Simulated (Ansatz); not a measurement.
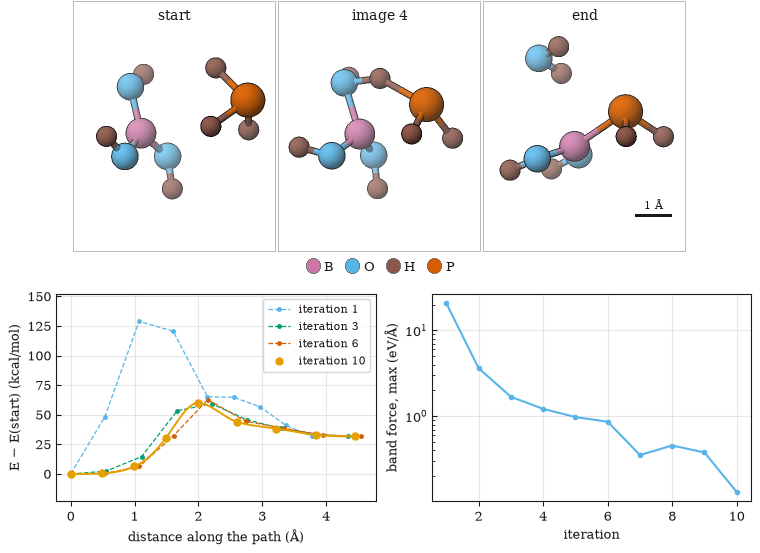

NEB run on BPH$_{6}$O$_{3}$, made up of BH₃O₃ and PH₃. Images are numbered from 0 (start) to 8 (end). The plot follows the band through its iterations. Style: ball-and-stick. Shown at a tilt.

The calculation used RKS B3LYP-D4/def2-SVP (Ansatz 0.2.0). Run with 7 movable images; climbing image; force threshold 0.2 eV/Å; iteration limit 60; starting path through a guess of the saddle point.

How did the profile develop, and is the result final?

The run met only a loose threshold, so the barrier can't be trusted yet. The band converged in 10 iterations. The largest component of the band force went from 21 to 0.13 eV/Å. The climbing image converged on the top of the path. Its curvatures weren't checked. The force threshold is so loose that the height of the top is at best an upper bound. The first iteration put the highest image at 129.0 kcal/mol. The energy climbs by 60.0 kcal/mol to image 4 and then falls by 28.2 kcal/mol, so the end point sits at +31.7 kcal/mol.

Limits of the set-up: the start holds two separate molecules, 2.8 Å apart at their closest, whose relative position is a soft coordinate.

The run took 3.2 min on 2 threads of Arm Neoverse V1 (shared host), peak memory 0.23 GiB.
